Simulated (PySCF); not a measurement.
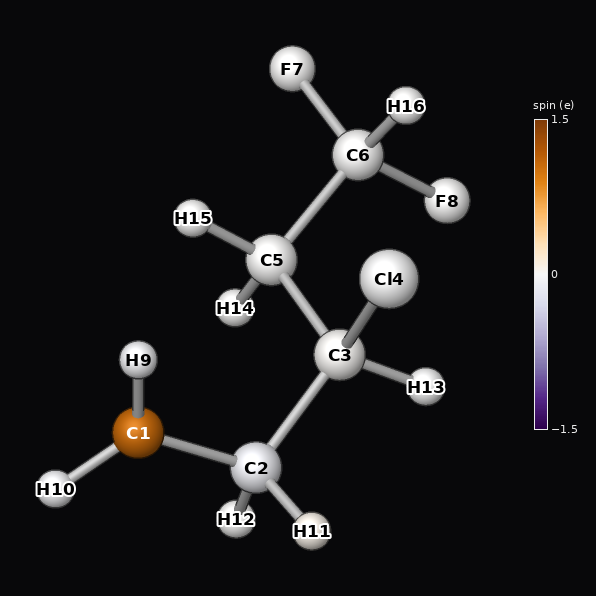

Atoms are coloured by their Mulliken spin populations. Charge 0, doublet. Computed geometry: GFN2-xTB optimisation. No frequency run is at hand to confirm it as a minimum. Method: UKS B3LYP, pcH-1 on C Cl F H, non-relativistic (PySCF 2.14.0).

List the Mulliken spin populations.

| atom | value (e) |
| --- | --- |
| C1 | 1.08 |
| C2 | −0.08 |
| C3 | 0.02 |
| Cl4 | 0.00 |
| C5 | 0.01 |
| C6 | 0.00 |
| F7 | 0.00 |
| F8 | 0.00 |
| H9 | −0.04 |
| H10 | −0.05 |
| H11 | 0.06 |
| H12 | 0.01 |
| H13 | 0.00 |
| H14 | 0.00 |
| H15 | 0.00 |
| H16 | 0.00 |

Mulliken values depend strongly on the basis set.
